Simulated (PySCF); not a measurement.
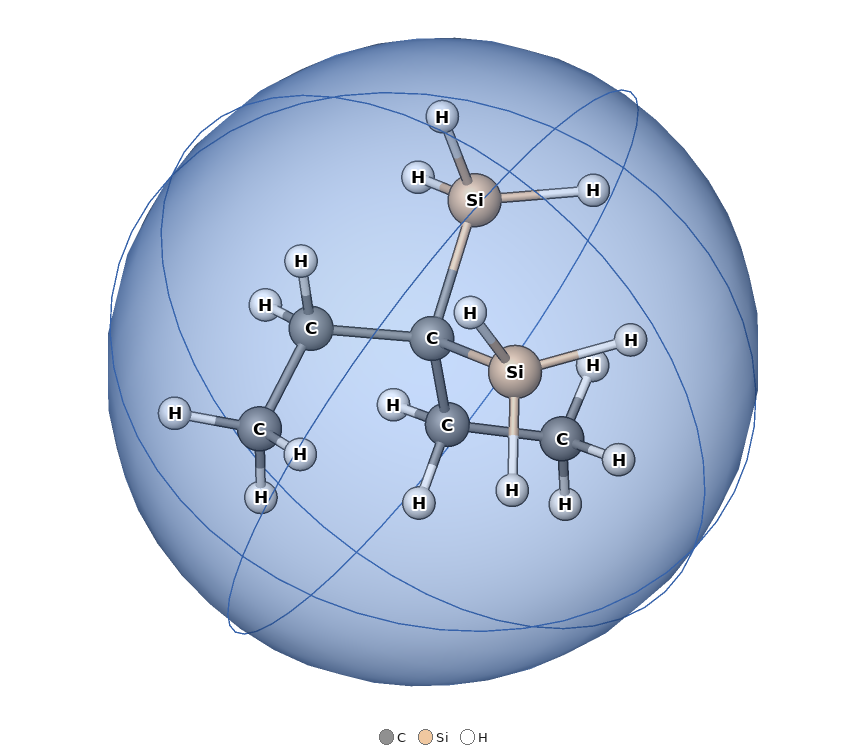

The ellipsoid shows the static dipole polarisability: its half-axes are proportional to the principal values. The computed structure is the end point of a PBE0-D3(BJ)/def2-SVP optimisation. No frequency run is at hand to confirm it as a minimum. Computed with ωB97X-D/def2-SVPD (PySCF 2.14.0).

Give the principal values, the mean and the anisotropy.

Principal values 112.1, 114.8, 120.8 bohr³; mean 115.9 bohr³ (17.17 Å³); anisotropy 7.7 bohr³, so the longest axis is 1.08 times the shortest.
